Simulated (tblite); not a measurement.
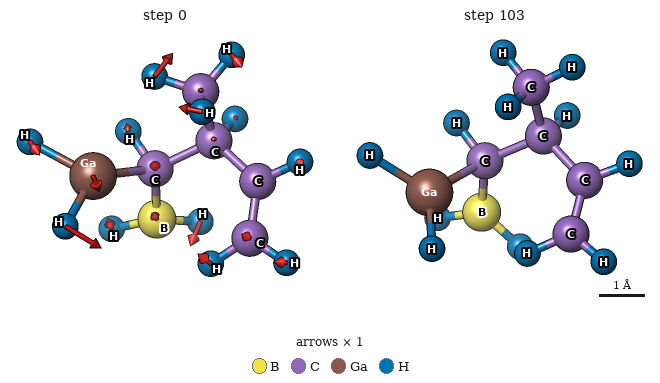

The structure of C5H12BGa before (left) and after (right) a relaxation, at one scale. The red arrows give the displacements, at their true length.

A ball-and-stick model, seen at a tilt.

Method: GFN2-xTB geometry optimisation, gas phase in tblite 0.8.0. 

What changed between the two?

Answer. An H atom moves most after the best rigid fit: 0.98 Å. By element the largest moves are H 0.98 Å, Ga 0.47 Å, C 0.31 Å, B 0.27 Å. Near-neighbour distances that change, for instance: Ga–H 1.654 → 1.599 Å, Ga–H 1.550 → 1.591 Å, C–H 1.137 → 1.103 Å, C–Ga 2.060 → 2.085 Å. Bond angles that change, for instance: B–C–Ga 117.4° → 100.6°, H–Ga–H 96.2° → 110.3°, B–C–C 115.5° → 123.1°. Groups turn about C–C by about 30°. The energy falls by 22.2 kcal/mol in 103 geometry steps. The run took 0.85 s on 1 thread of AMD EPYC 7R43 64-Core Processor (shared host).
